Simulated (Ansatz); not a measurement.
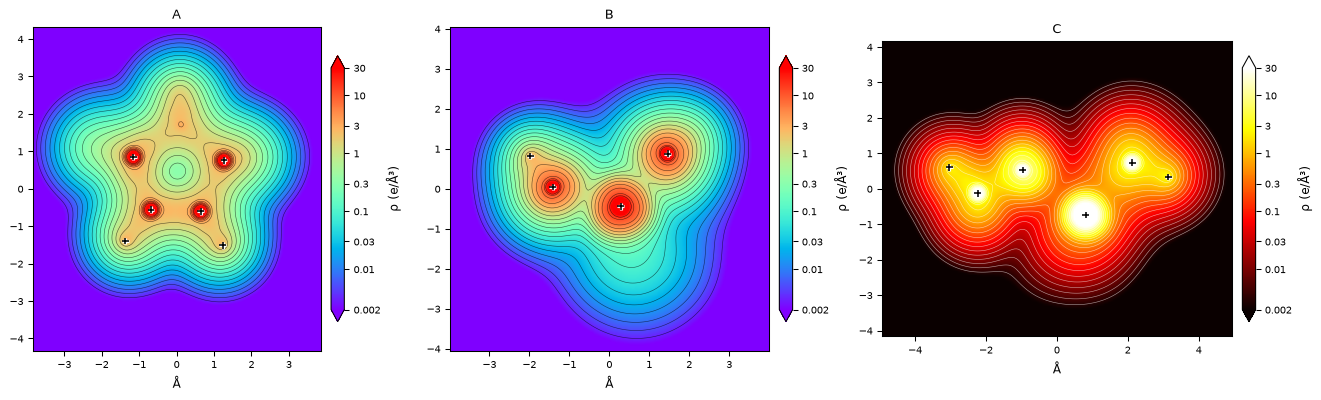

The electron density of 3 systems, each on a plane through atoms (crosses mark nuclei in the plane).

All numbers below come from Ansatz, RKS PBE0-D4/def2-TZVPP.

System 1: C$_{5}$H$_{5}$F$_{3}$, the plane of atoms C6, C5 and H13. Geometry: PBE0-D4/def2-TZVP.

```xyz
13

F    -0.7772   -0.6109    1.8567
C     0.0294   -0.8034    0.7601
C     1.0245    0.3474    0.6499
C     0.4124    1.2530   -0.3784
C    -0.6079    0.6938   -1.0149
C    -0.8223   -0.6974   -0.5224
F    -2.1169   -1.0027   -0.3044
F    -0.3625   -1.6097   -1.4344
H     0.4823   -1.7933    0.8409
H     1.1521    0.8242    1.6246
H     2.0113   -0.0015    0.3290
H     0.7981    2.2449   -0.5815
H    -1.2030    1.1209   -1.8105
```

System 2: H$_{4}$O$_{2}$Se$_{2}$Ti, the plane of atoms Ti2, O3 and H7. Geometry: PBE0-D4/def2-TZVP.

```xyz
9

O     0.1859    0.9193   -1.2964
Ti    0.3009   -0.1376    0.1176
O     1.9390   -0.5110    0.6607
Se   -0.8881   -2.2073   -0.3785
Se   -0.6882    0.9657    2.0470
H    -0.0253    1.8202   -1.5403
H     2.8578   -0.3369    0.4547
H    -1.5828   -1.5297   -1.4835
H    -2.0108    0.9710    1.4016
```

System 3: C$_{3}$H$_{11}$GaO, the plane of atoms C1, O2 and Ga3. Geometry: PBE0-D4/def2-TZVP.

```xyz
16

C    -0.1638    0.6963   -2.2106
O     0.0550    1.0889   -0.8574
Ga   -0.6389   -0.2670    0.7110
C     0.4474   -1.8587    0.2139
C    -0.0382    0.8432    2.2408
H    -1.2206    0.4483   -2.2905
H     0.4318   -0.1819   -2.4705
H     0.0673    1.5225   -2.8860
H     0.9813    1.3115   -0.7266
H    -2.1562   -0.2311    0.2539
H     0.2855   -2.6583    0.9434
H     1.5196   -1.6399    0.2171
H     0.1803   -2.2628   -0.7658
H    -0.3560    0.3861    3.1826
H     1.0512    0.9335    2.2832
H    -0.4686    1.8466    2.2054
```

Q: Match each panel to its system.

A: Panel A is system 1, C$_{5}$H$_{5}$F$_{3}$: the plane holds C and H. C–C (1.33 Å): ρ is about 2.4 e/Å³ halfway. Panel B is system 2, H$_{4}$O$_{2}$Se$_{2}$Ti: the plane holds O, Ti and H. Ti–O (1.77 Å): ρ is about 1.1 e/Å³ halfway. Panel C is system 3, C$_{3}$H$_{11}$GaO: the plane holds C, O, Ga and H. C–O (1.43 Å): the density is about 2 e/Å³ at the midpoint, with its minimum of 1.7 e/Å³ about 0.5 Å from C.
